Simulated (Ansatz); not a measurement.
## Electronic structure of BH2···ClF (doublet) in real space

The calculation's input:

```
crystal:
  periodic: [false, false, false]
  atoms:
    - { symbol: B, position_ang: [0.0, 0.0, -0.360203] }
    - { symbol: F, position_ang: [0.0, 0.0, 2.183795] }
    - { symbol: H, position_ang: [1.063385, 0.0, -0.91422] }
    - { symbol: H, position_ang: [-1.063385, 0.0, -0.91422] }
    - { symbol: Cl, position_ang: [0.0, 0.0, 3.754848] }
magnetization:
  spin_polarized: true
  initial_magnetization: 1
basis:
  gaussian: { orbitals: def2-SVP }
hamiltonian:
  xc: hf
relax:
  f_tol: 0.03
  max_steps: 50
output:
  orbitals: {}
```

Command:

```sh
ansatz run input.yaml --threads 1 --pin off --max-ram 2048MiB --backend cpu --events-out ev --progress --plain --runs-dir out
```

The fields are those of the run's last geometry, not of the input's.

Computed with Ansatz 0.2.0, UHF/def2-SVP.

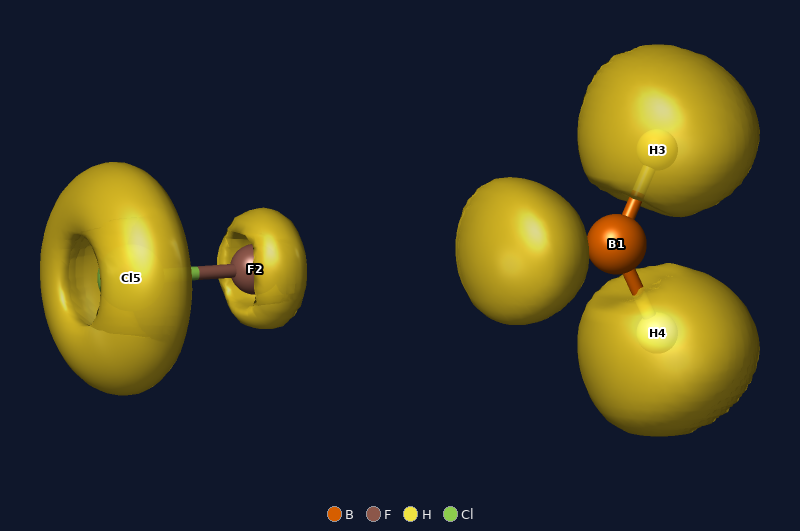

Figure 1. Isosurface of the electron localisation function at 0.85 (yellow), seen at a tilt. Core shells and regions of very low density are left out.

### Where are the electrons localised?

The ELF exceeds this value in two regions around hydrogen nuclei, one lobe on B, pointing away from the bonds (non-bonding electrons), one region wrapped around Cl (its lone pairs, merged into a ring or cap) and one region wrapped around F (its lone pairs, merged into a ring or cap). Profiles from the grid: Cl–F (1.61 Å): the ELF peaks at about 0.75 between the atoms: a shared electron pair. B–H (1.19 Å): the ELF climbs to about 1 towards the hydrogen, as it does in any bond to H (an ordinary covalent bond to hydrogen).

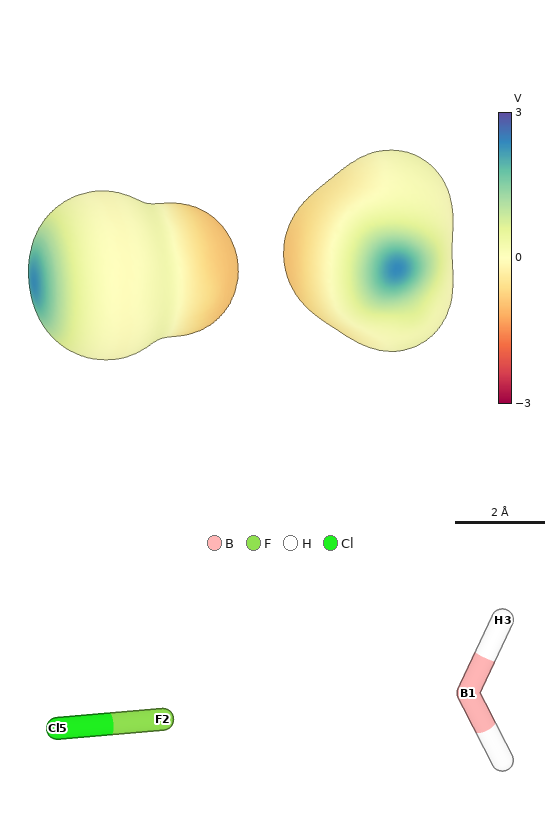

Figure 2. The electrostatic potential painted on the density surface at 0.002 e/bohr³, seen at a tilt; the colour scale runs from red (negative) to blue (positive). The bare structure is drawn below in the same view.

### Which sites attract a positive test charge, and which a negative one?

A positive charge is drawn to the negative regions and a negative charge to the positive ones. The most negative region (about −0.9 V) lies over F2, the most positive (about +2.2 V) over B1 and Cl5. Cl5 shows a σ-hole: about +2.2 V at the tip opposite its bond, against about 0.0 V on its flanks.

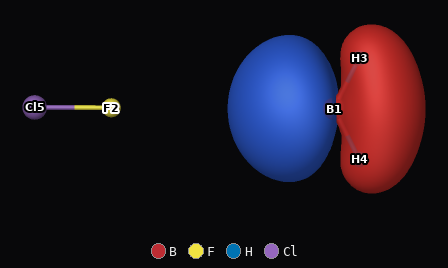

Figure 3. The HOMO (α) at ±0.08 Å⁻³ᐟ² (blue and red are the two phases), seen across its widest extent.

### Describe this orbital and give its energy.

It lies mainly on B1 (about 85 %), H3 (about 10 %) and H4 (about 10 %); it is symmetric in the molecular plane (an in-plane orbital: σ, lone-pair or in-plane π type). Its energy is −9.41 eV.

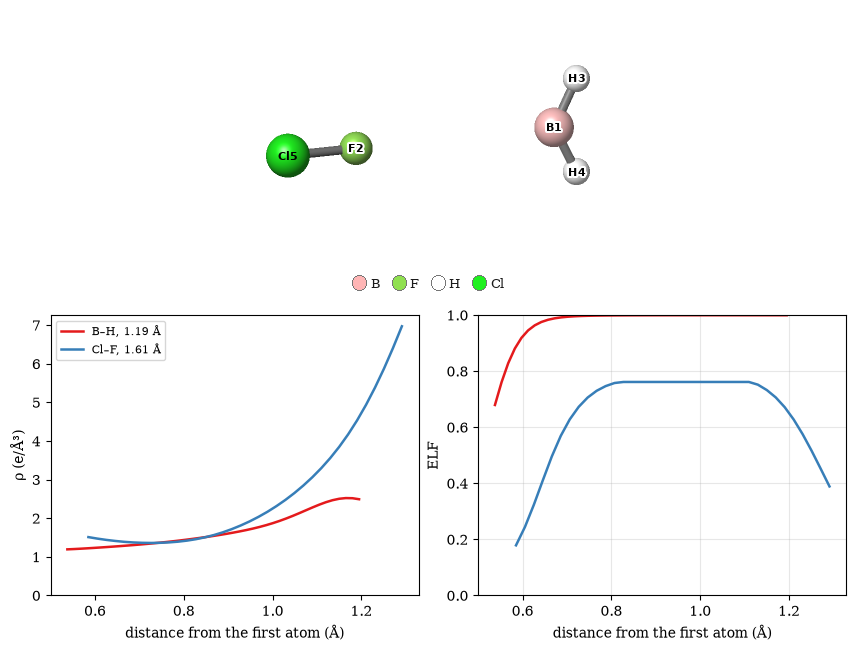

Figure 4. Total electron density and electron localisation function along straight lines between neighbouring atoms. The curves leave out the atomic cores. The structure is drawn too.

### Compare the contacts.

B–H (1.19 Å): ρ at the midpoint is about 1.2 e/Å³; the ELF climbs to about 1 towards the hydrogen: an ordinary covalent bond to hydrogen.
Cl–F (1.61 Å): the density is about 1.4 e/Å³ at the midpoint; the ELF peaks at about 0.75 between the atoms; localised, covalent bonding.
